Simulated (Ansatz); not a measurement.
# Lattice dynamics of ScCd (Pm-3m)

Wanted: vibrations and spectra of ScCd (Pm-3m); the cell is already relaxed. After the zone centre comes a 4×4×4 q mesh on a 12×12×12 k mesh.

Calculated with Ansatz 0.2.0; DFT PBEsol, scalar-relativistic, plane waves, PAW; PAW set soft_1.

## 1. The structure

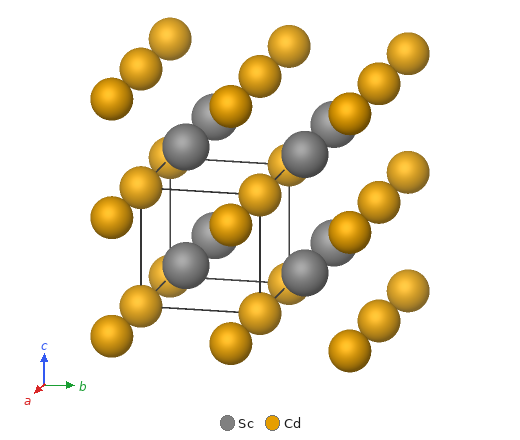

The starting structure, seen slightly off an axis (scandium grey, cadmium orange). 2×2×2 cells are drawn. Some periodic images of atoms are drawn too.

Coordinates:

```cif
data_structure
_symmetry_space_group_name_H-M 'P 1'
_symmetry_Int_Tables_number 1
_cell_length_a 3.4854
_cell_length_b 3.4854
_cell_length_c 3.4854
_cell_angle_alpha 90.000
_cell_angle_beta 90.000
_cell_angle_gamma 90.000
_cell_volume 42.34
loop_
_atom_site_label
_atom_site_type_symbol
_atom_site_fract_x
_atom_site_fract_y
_atom_site_fract_z
_atom_site_occupancy
Sc1 Sc 0.50000 0.50000 0.50000 1
Cd2 Cd 0.00000 0.00000 0.00000 1
```

## 2. Linear response at the zone centre

The cell comes from relaxations at this level that are not shown. The zone centre comes first: it holds the modes that light can see, as far as symmetry allows. No field response is asked, since the mesh shows no gap.

input.yaml reads:

```yaml
crystal:
  lattice:
    - [3.485384078, 0.0, 0.0]
    - [0.0, 3.485384078, 0.0]
    - [0.0, 0.0, 3.485384078]
  atoms:
    - { symbol: Sc, position: [0.5, 0.5, 0.5] }
    - { symbol: Cd, position: [0.0, 0.0, 0.0] }
kpoints:
  mp_grid: { grid: [12, 12, 12] }
hamiltonian:
  xc: pbesol
  pseudopotentials: { kind: paw, azcp: { folder: soft_1 }, xc_functional: pbe }
scf:
  occupations: { method: methfessel_paxton, width: 0.2 }
output:
  eigenvalues: true
phonons:
  method: dfpt
```

The run is started by

```bash
$ ansatz run input.yaml --threads 4 --pin off --max-ram 10240MiB --backend cpu --events-out ev --progress --plain --runs-dir out
```

Numbers of over 12 decimals in the logs are rounded to 6 here.

Log:

```text
Engine: ansatz 0.2.0, aarch64-unknown-linux-gnu
Pseudopotentials: kind: paw
Pseudopotential: Sc, paw, valence charge 11, recommended cutoff 420 eV (normal), soft_1/Sc.paw.azcp
Pseudopotential: Cd, paw, valence charge 20, recommended cutoff 420 eV (normal), soft_1/Cd.paw.azcp
Functional definition: PBEsol
  exchange = pbesol_x
  correlation = pbesol_c
Crystal: 2 atoms, lattice volume = 42.340 Å³
Basis set: ecut = 420 eV, 799 PW (Γ), exchange–correlation on 48×48×48 points (8 copies of the dense FFT grid, shifted against one another)
Bands: 20, of which v1, the nominal top of the filled ones, is band 16 counted from 1 (15 counted from 0)
Symmetry: 48 space group operations
k-points: 196 of 1728 (irreducible under 8 space group operations, time reversal used)
Non-local potential: Sc, projectors of the file, l = 0: 3, l = 1: 2, l = 2: 3, l = 3: 1
Non-local potential: Cd, projectors of the file, l = 0: 3, l = 1: 2, l = 2: 2, l = 3: 1
PAW form: soft (Blöchl's): semilocal exchange-correlation on the pseudo side does not see the compensation charge
PAW frozen core: Sc, regenerated for the run's functional, and the local potential with it (the file was generated under x = pbe(κ = 0.804, μ = 0.219515), c = pbe(β = 0.066725))
PAW frozen core: Cd, regenerated for the run's functional, and the local potential with it (the file was generated under x = pbe(κ = 0.804, μ = 0.219515), c = pbe(β = 0.066725))
PAW one-centre angular grid: Sc, 590 points (default); XC on 64 Gauss nodes
PAW one-centre angular grid: Cd, 590 points (default); XC on 64 Gauss nodes
Initial density: superposition of atomic densities (chi_scale 0.1, normalization cell, long waves kept (reshape's long-wave potential 0.00 eV rms))
Initial wavefunctions: pseudopotential atomic-orbital guess
Functional: x = pbesol(κ = 0.804, μ = 0.123457), c = pbesol(β = 0.046)
SCF iter   1: F=—  HF=-10296.930198 eV  |F-HF|=—  |Δ(HF+E_count)|=         —  Δρ=6.80e-2  dr2=2.70e0  ethr=3.10e-3  ⟨swp⟩=4.0  Hψ=14041  notcnv=0
preconditioner: auto → Kerker (q_TF=auto, 2.590 Å⁻¹)  [metal: Δε(μ)=0.007 eV  Ē_g=6.882 eV  σ=0.200 eV  W_gap=0.03  n_scr=18 (ndim 8)  ℏωp=22.1 eV  f_vac=0.000  D(μ)=3.88/eV (n_scr^D=56)]
SCF iter   2: F=—  HF=-10296.272257 eV  |F-HF|=—  |Δ(HF+E_count)|=   6.58e-1  S|Δr|=    0.00e0  Δρ=2.16e-2  dr2=2.86e-1  ethr=3.10e-3  ⟨swp⟩=2.0  Hψ=7869  notcnv=0
SCF iter   3: F=—  HF=-10296.180895 eV  |F-HF|=—  |Δ(HF+E_count)|=   9.14e-2  S|Δr|=    0.00e0  Δρ=1.06e-2  dr2=6.52e-2  ethr=9.24e-4  ⟨swp⟩=1.7  Hψ=5601  notcnv=0
SCF iter   4: F=—  HF=-10296.161342 eV  |F-HF|=—  |Δ(HF+E_count)|=   1.96e-2  S|Δr|=    0.00e0  Δρ=2.77e-3  dr2=1.81e-3  ethr=2.10e-4  ⟨swp⟩=2.0  Hψ=5335  notcnv=0
SCF iter   5: F=—  HF=-10296.161424 eV  |F-HF|=—  |Δ(HF+E_count)|=   8.17e-5  S|Δr|=    0.00e0  Δρ=3.97e-4  dr2=4.79e-5  ethr=5.84e-6  ⟨swp⟩=2.2  Hψ=7525  notcnv=0
SCF iter   6: F=—  HF=-10296.161428 eV  |F-HF|=—  |Δ(HF+E_count)|=   4.16e-6  S|Δr|=    0.00e0  Δρ=1.25e-4  dr2=5.00e-6  ethr=1.54e-7  ⟨swp⟩=2.1  Hψ=6466  notcnv=0
SCF iter   7: F=—  HF=-10296.161429 eV  |F-HF|=—  |Δ(HF+E_count)|=   1.01e-6  S|Δr|=    0.00e0  Δρ=2.15e-5  dr2=2.17e-7  ethr=1.61e-8  ⟨swp⟩=1.7  Hψ=4235  notcnv=0
SCF iter   8: F=—  HF=-10296.161426 eV  |F-HF|=—  |Δ(HF+E_count)|=   3.55e-6  S|Δr|=    0.00e0  Δρ=5.88e-6  dr2=1.34e-8  ethr=7.01e-10  ⟨swp⟩=2.1  Hψ=5241  notcnv=0
SCF iter   9: F=—  HF=-10296.161426 eV  |F-HF|=—  |Δ(HF+E_count)|=   1.35e-9  S|Δr|=    0.00e0  Δρ=1.04e-6  dr2=3.70e-10  ethr=4.33e-11  ⟨swp⟩=2.1  Hψ=5312  notcnv=0
SCF iter  10: F=—  HF=-10296.161426 eV  |F-HF|=—  |Δ(HF+E_count)|=  3.82e-11  S|Δr|=    0.00e0  Δρ=1.79e-7  dr2=1.49e-11  ethr=1.19e-12  ⟨swp⟩=2.1  Hψ=6185  notcnv=0
SCF iter  11: F=-10296.161426 eV  HF=-10296.161426 eV  |F-HF|=1.82e-12  |Δ(HF+E_count)|=    0.00e0  S|Δr|=    0.00e0  Δρ=4.46e-8  dr2=8.09e-13  ethr=1.00e-12  ⟨swp⟩=4.6  Hψ=13075  notcnv=0
SCF 1 converged in 11 iterations: F = -10296.161426 eV  dr2 = 8.09e-13
  greatest PAW one-centre occupation: 1.000 electrons in one spin orbital (limit 2), on the Cd atom at site 1 (counted from 0), in its partial waves of l = 0
DFPT response loops at Γ: preconditioner auto → Kerker (q_TF=auto, 2.590 Å⁻¹) (partly filled bands, converged f_vac=0.000); β = 1.00, the filter's whole step (`scf.mixing.beta` (0.50) is not read by the response loops under this deck's `scf.mixing.preconditioner`; to damp them name `kerker` or `kerker_dos`, under which they read `scf.mixing.beta`, and type it under 1.00, their step now; both keys bind the ground state too); Broyden in place of MSR1
SCF converged after 11 iterations
Stability not checked: this state was not tested for a lower state beside it, because cold or Methfessel-Paxton smearing, or corrected tetrahedra, fill the levels in a way that the test cannot read (fill_not_monotonic; see scf.lower_state_search)
Free energy (F): -10296.161426 eV
Harris-Foulkes:  -10296.161426 eV  (|F-HF|=1.82e-12)
Internal energy: -10296.160188 eV  (E = F + TS)
E sigma→0 (E₀):  -10296.161116 eV
Entropy (-TS):   -0.001237 eV (-0.619 meV/atom)
Fermi energy:    12.873520 eV
--- Per-component energies (eV) ---
  E_band       = -555.302217
  E_kinetic    = 647.605019
  E_local      = -3939.862245  (includes V_loc(G=0)·N_el)
  E_nonlocal   = 263.425287
  E_hartree    = 1749.759342
  E_xc         = -242.073465
  E_vxc        = -302.759624  (∫ρ·V_xc dr)
  E_paw        = -4992.981558  (= ΣΔE_a)
  E_vpaw       = -723.229650  (= ΣTr[D̂ρ^β])
  E_aug_tail   = 0.000349  (compensation charges beyond the density's cutoff)
  E_ewald      = -3782.503903
  E_core_change = 0.470986  (= ΣΔE_core)
  E_smearing   = -0.001237  (= −TS)
  E_closure    = 0.000000  (closes the sum)
  Σ components = -10296.161426   (vs F -10296.161426, Δ=0.00e0)
--- Band table (eV; the first three rows and the last of 196) ---
  k-point 0: bands = [... 12 lower, 4.4823, 5.3858, 13.0381, 13.0381, 15.3965, 15.3965, 15.3965, 17.9343]
  k-point 1: bands = [... 12 lower, 4.4850, 5.4856, 12.9997, 13.0371, 15.2117, 15.2117, 15.3900, 17.4677]
  k-point 2: bands = [... 12 lower, 4.4926, 5.7866, 12.7918, 13.0344, 14.8235, 14.8235, 15.3723, 16.6163]
  k-point 195: bands = [... 12 lower, 4.7946, 11.2938, 11.2938, 11.2938, 14.2316, 16.0365, 16.0365, 17.5685]
--- Phonons (Γ-DFPT): 2 representative perturbations + reference, on 196 of 1728 k-points (Σ response iterations 6) ---
  k mesh reduced under 8 symmetry operations, with k and −k counted as one. Each operation leaves every solved perturbation unchanged. A smaller set is not used because it would not reduce the number of displacements times k-points to solve
  ASR residual: 2.925e-5 → 0.000e0 eV/Å²; symmetrization residual: 5.524e-6 eV/Å²
  ASR residual per site (eV/Å²): 2.93e-5 1.43e-5
  Γ frequencies (cm⁻¹): 0.00 0.00 0.00 176.50 176.50 176.50
  non-analytic LO–TO correction: not included (Born effective charges unavailable; polar crystals: no LO–TO splitting at Γ)
```

Wall time 12 s (4 threads of Arm Neoverse V1, shared host); peak memory 0.76 GiB.

In the SCF lines HF is the Harris–Foulkes energy and dr2 the Hartree energy of the density residual, in eV; the loop may stop once dr2 is under the threshold and the program's other checks hold. Hψ counts applications of the Hamiltonian.

This step gave:

* volume per atom: 21.17 Å³
* gap on the k-mesh: 0 eV
* sum-rule residual before enforcement: 2.93e-5 eV/Å²
* point group: m-3m
* highest optical mode at the zone centre (no LO-TO term): 176.5 cm⁻¹
* lowest optical zone-centre mode: 176.5 cm⁻¹

Patterns of degenerate modes are one choice out of their space. The modes at Γ (shares of kinetic energy by element, %):

```csv
mode,frequency (cm⁻¹),symmetry,Sc %,Cd %
1,0.0,acoustic,29,71
2,0.0,acoustic,29,71
3,0.0,acoustic,29,71
4,176.5,T1u,71,29
5,176.5,T1u,71,29
6,176.5,T1u,71,29
```

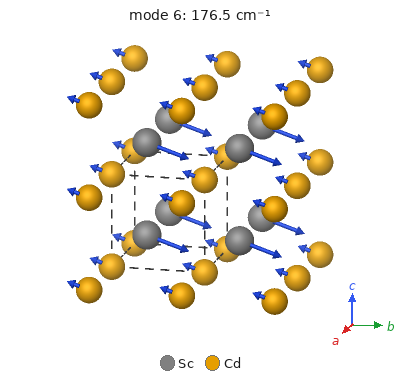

Displacement patterns of mode 6 at Γ; arrows are exaggerated. 2×2×2 cells are drawn. Some periodic images of atoms are drawn too.

Before it was imposed, the acoustic sum rule was missed by 2.9e-5 eV/Å². Small misses are needed for a sound result but don't prove that mesh and cutoff are converged. The lowest optical mode is real, 176 cm⁻¹.

## 3. The dispersion

Stability and thermal properties need the whole zone. Linear response on a 4×4×4 q mesh gives force constants as far as a supercell of that size would.

input.yaml: that of step 2 with these lines changed.

```diff
@@ -19 +19,8 @@
   method: dfpt
+  qmesh: [4, 4, 4]
+  temperatures: { t_max: 1000, t_step: 50 }
+  qpath:
+    path:
+      - [[0.0, 0.0, 0.0], [0.0, 0.5, 0.0], [0.5, 0.5, 0.0], [0.0, 0.0, 0.0], [0.5, 0.5, 0.5], [0.0, 0.5, 0.0]]
+      - [[0.5, 0.5, 0.5], [0.5, 0.5, 0.0]]
+    npoints: 10
```

Log:

```text
[...]
Crystal: 2 atoms, lattice volume = 42.340 Å³
Basis set: ecut = 420 eV, 799 PW (Γ), exchange–correlation on 48×48×48 points (8 copies of the dense FFT grid, shifted against one another)
Bands: 20, of which v1, the nominal top of the filled ones, is band 16 counted from 1 (15 counted from 0)
Symmetry: 48 space group operations
k-points: 84 of 1728
[...]
SCF iter   1: F=—  HF=-10296.930193 eV  |F-HF|=—  |Δ(HF+E_count)|=         —  Δρ=6.80e-2  dr2=2.70e0  ethr=3.10e-3  ⟨swp⟩=4.0  Hψ=6016  notcnv=0
[...]
SCF iter  11: F=-10296.161426 eV  HF=-10296.161426 eV  |F-HF|=0.00e0  |Δ(HF+E_count)|=  3.64e-12  S|Δr|=    0.00e0  Δρ=4.42e-8  dr2=7.96e-13  ethr=1.00e-12  ⟨swp⟩=4.6  Hψ=5584  notcnv=0
SCF 1 converged in 11 iterations: F = -10296.161426 eV  dr2 = 7.96e-13
[...]
phonons: the bands overlap, so this run is a metal and interpolates without the dipole-dipole term. If the crystal is really an insulator or semiconductor, its LO-TO splitting is missing
NSCF: frozen V_eff on 84 k-points
[...]
DFPT response loops at q = (0, 0, 0) (fractional): preconditioner auto → Kerker (q_TF=auto, 2.590 Å⁻¹) (partly filled bands, converged f_vac=0.000); β = 1.00, the filter's whole step (`scf.mixing.beta` (0.50) is not read by the response loops under this deck's `scf.mixing.preconditioner`; to damp them name `kerker` or `kerker_dos`, under which they read `scf.mixing.beta`, and type it under 1.00, their step now; both keys bind the ground state too); Broyden in place of MSR1
[...]
SCF converged after 11 iterations
[...]
Free energy (F): -10296.161426 eV
[...]
Internal energy: -10296.160188 eV  (E = F + TS)
E sigma→0 (E₀):  -10296.161116 eV
Entropy (-TS):   -0.001237 eV (-0.619 meV/atom)
Fermi energy:    12.873520 eV
[...]
--- Band table (eV; the first three rows and the last of 84) ---
  k-point 0: bands = [... 12 lower, 4.4823, 5.3858, 13.0381, 13.0381, 15.3965, 15.3965, 15.3965, 17.9343]
  k-point 1: bands = [... 12 lower, 4.4850, 5.4856, 12.9997, 13.0371, 15.2117, 15.2117, 15.3900, 17.4677]
  k-point 2: bands = [... 12 lower, 4.4926, 5.7866, 12.7918, 13.0344, 14.8235, 14.8235, 15.3723, 16.6163]
  k-point 83: bands = [... 12 lower, 4.7946, 11.2938, 11.2938, 11.2938, 14.2316, 16.0365, 16.0365, 17.5685]
--- Phonons (Γ-DFPT): 2 representative perturbations + reference (Σ response iterations 6) ---
  ASR residual: 3.436e-5 → 0.000e0 eV/Å²; symmetrization residual: 1.197e-5 eV/Å²
  ASR residual per site (eV/Å²): 3.44e-5 2.05e-5
  Γ frequencies (cm⁻¹): 0.00 0.00 0.00 176.50 176.50 176.50
--- Phonons (arbitrary-q DFPT): 10 irreducible q on the 4×4×4 mesh ---
  q = [0.0000, 0.0000, 0.0000] (star 1, of the zone-centre solve; hermiticity 6.51e-6, symmetrization 5.24e-12): -0.00 -0.00 0.00 176.50 176.50 176.50
  q = [0.0000, 0.0000, 0.2500] (star 6, 4 solved perturbations in 1848 linear systems a pass and spin channel, the states on 588 of 1728 k-point pairs; hermiticity 3.77e-6, symmetrization 3.66e-12): 67.66 67.66 77.92 170.40 170.40 189.12
[...]
q = [0.0000, 0.2500, -0.5000] (star 12, 6 solved perturbations on 588 of 1728 k-point pairs; hermiticity 4.02e-6, symmetrization 4.17e-7): 62.39 72.69 97.99 147.13 195.73 204.87
[...]
sum rule: each row above includes the acoustic sum rule's correction from the zone centre's row sums; it moved no ω² by more than (0.46 cm⁻¹)²
  mesh force constants: q→R imaginary residual 3.42e-18; ASR residual 3.436e-5 → 0.000e0 eV/Å²; symmetrization residual 2.665e-15 eV/Å²
  interpolated dispersion: 62 rows × 6 modes
  density of states and harmonic sums: on the 20×20×20 q-mesh, interpolated from the force constants of a 4×4×4 supercell (no non-analytic term)
  largest difference from the sums on the solved wave vectors: F 1.25e-2 eV, S 1.65e-5 and C_V 4.01e-6 eV/K
  zero-point energy: 0.048311 eV/cell   skipped modes (ω ≤ 0): 3   left out of the sums: 6.25e-5 of the cell's modes: C_V's classical limit lies that fraction below 3 k_B per atom; for a crystal, a wire or a layer, F and S can be off by more, and a phonons.interpolated_qmesh denser along its periods is the remedy for the sampling
```

The job ended after 6.3 min (4 threads; peak memory 2.2 GiB).

This step gave:

```yaml
sum_rule_residual_before_enforcement: 3.44e-5 eV/Å²
lowest_frequency_on_the_path: 0 cm⁻¹
highest_frequency_on_the_path_or_at_a_solved_wavevector: 219.6 cm⁻¹
mean_frequency: 129.9 cm⁻¹
debye_temperature_second_moment: 265 K
logarithmic_mean_frequency: 114.8 cm⁻¹
lowest_mode_on_the_q_mesh_acoustic_modes_at_gamma_apart: 30.97 cm⁻¹
zero_point_energy_per_atom: 24.16 meV
heat_capacity_at_300_k: 24.01 J/(mol atoms K)
vibrational_entropy_at_300_k: 40.31 J/(mol atoms K)
edges_of_the_widest_gap_between_branches_on_path_and_mesh: 100.9, 125.5 cm⁻¹
```

Frequencies (cm⁻¹) solved at each irreducible wavevector; negative means imaginary. Frequencies by wavevector, by row:

```csv
q in reciprocal lattice units,star,mode 1,mode 2,mode 3,mode 4,mode 5,mode 6
0 0 0,1,0,0,0,176.5,176.5,176.5
0 0 0.25,6,67.7,67.7,77.9,170.4,170.4,189.1
0 0 -0.5,3,96.8,97.2,97.2,165.6,165.6,201.4
0 0.25 0.25,12,37.6,82.8,97.9,160,183,199.5
0 0.25 -0.5,12,62.4,72.7,98,147.1,195.7,204.9
0 -0.5 -0.5,3,31,31,98.3,125.5,219.6,219.6
0.25 0.25 0.25,8,74,74,83.9,177.9,192.1,192.1
0.25 0.25 -0.5,12,50.5,74.3,99.9,184.3,185.5,203.2
0.25 -0.5 -0.5,6,66.6,66.6,100.4,172.8,204.6,204.6
-0.5 -0.5 -0.5,1,91.2,91.2,91.2,191.6,191.6,191.6
```

Interpolated from a 4×4×4 q mesh. The phonon branches at the labelled points (cm⁻¹):

```csv
point,branch 1,branch 2,branch 3,branch 4,branch 5,branch 6
Γ,0,0,0,176,176,176
X,97,97,97,166,166,201
M,31,31,98,126,220,220
Γ,0,0,0,176,176,176
R,91,91,91,192,192,192
X,97,97,97,166,166,201
jump to R,91,91,91,192,192,192
M,31,31,98,126,220,220
```

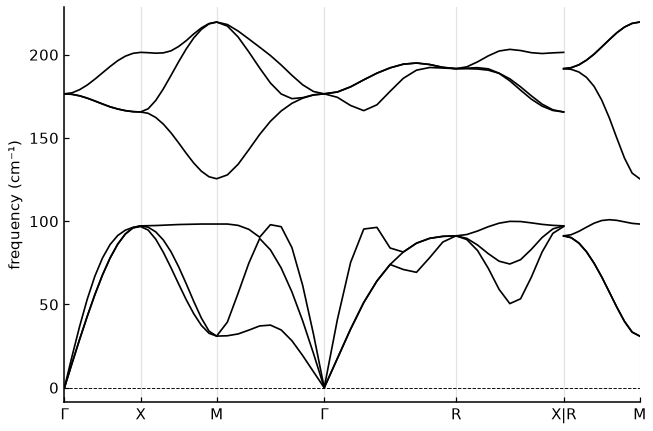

Phonon branches along the path.

(Part 1 of 2 ends here.)

[Logs are printed without paths, hosts, clocks, repeated set-up lines and the standing remarks that a program may print on its own settings, such as how far it seeks lower states.]

[Hosts, paths, dates, database ids (printed as entryN), source tags and the programs' standing remarks are cut or masked in the printed files.]
